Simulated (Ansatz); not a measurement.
Ca2BIN2 (R-3m): refractive index against wavelength

The refractive index of Ca2BIN2 (R-3m) along x below the direct gap (2.98 eV on the mesh) is read from one computed spectrum, n = √(Re ε). x, y and z are the Cartesian axes of the input cell.

It takes space group R-3m (No. 166, trigonal). The conventional cell has a = 3.949 Å, b = 3.949 Å, c = 27.271 Å, α = 90.00°, β = 90.00°, γ = 120.00°. Around I on site a lie 6 Ca at 3.34 Å. Around Ca on site c lie 3 N at 2.40 Å. N on site c has 1 B at 1.35 Å as nearest neighbours. B on site b is surrounded by 2 N at 1.35 Å.

Method: Ansatz 0.2.0, PBE, independent particles, k-mesh 8×8×8 with interpolation inside its cells, Gaussian parameter 0.1 eV.

Launch of the response step: `ansatz run input.yaml --threads 2 --pin off --max-ram 5120MiB --backend cpu --events-out ev --progress --plain --runs-dir out`. The run took 74 s, on 2 threads of AMD EPYC 9R45 96-Core Processor (Zen 5), with other jobs on the host.

```tsv
wavelength (nm)	photon energy E (eV)	n
2000	0.620	2.0746
1550	0.800	2.0790
1310	0.946	2.0835
1064	1.165	2.0917
850	1.459	2.1059
700	1.771	?
633	1.959	2.1400
```

In the single-oscillator model n² − 1 = E₀E_d/(E₀² − E²), so 1/(n² − 1) = E₀/E_d − E²/(E₀E_d) is linear in E².

Working, on the rows shown:

| x = E² (eV²) | y = 1/(n² − 1) |
| --- | --- |
| 0.384302 | 0.302667 |
| 0.639837 | 0.301002 |
| 0.895757 | 0.299314 |
| 1.35784 | 0.296278 |
| 2.12762 | 0.291137 |
| 3.83641 | 0.279361 |

Means: x̄ = 1.5403, ȳ = 0.29496. Σ(x − x̄)(y − ȳ) = -0.05546, Σ(x − x̄)² = 8.213. Slope = -0.05546 / 8.213 = -0.006753; intercept = ȳ − slope · x̄ = 0.30536. Turned back into n, the line misses the rows shown by at most 0.0004.

Fill in the last column of the withheld row.

At x = 3.1372 the line gives y = 0.28418, that is 2.1258. The run gave 2.1256, so the interpolation is off by 0.00018, 0.3 % of the range in the table.

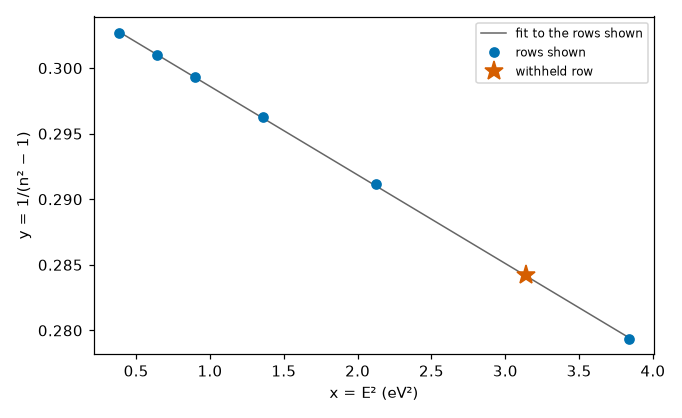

Refitted with all rows, the slope is -0.006745 and the intercept 0.30536. These give E₀ = √(intercept/−slope) = 6.73 eV and E_d = E₀/intercept = 22.0 eV; E₀ is 2.3 times the direct gap. The electronic limit at long wavelengths, without lattice vibrations, is n = √(1 + 1/intercept) = 2.068. The structure is a model and need not exist. Excitons are left out and so are local fields; PBE gaps are as a rule too small. Spin-orbit coupling is left out.

[Logs are printed without paths, hosts, clocks, repeated set-up lines and the standing remarks that a program may print on its own settings, such as how far it seeks lower states.]
